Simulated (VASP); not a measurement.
Band structure of Zr$_{3}$Pt (space group Pm-3m). These are PBEsol GGA with spin-orbit coupling, VASP's PBE PAW potentials (set 64) (plane waves; VASP) values and carry that method's errors.

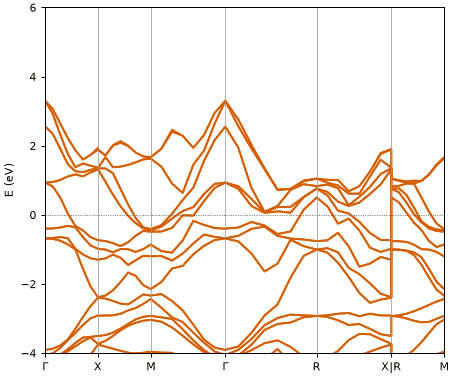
Fig. 1. Bands along high-symmetry lines, zero at the valence-band maximum or, without a gap, the Fermi level

Problem. Read the plot: is there a gap, and where are the band edges?

Solution. It has no gap at this level: it comes out as a metal or semimetal.

The structure comes from a computed database's Zr3Pt entry (Pm-3m); how it stands against other phases isn't given here. It was relaxed first, which changed the volume by -5 %.
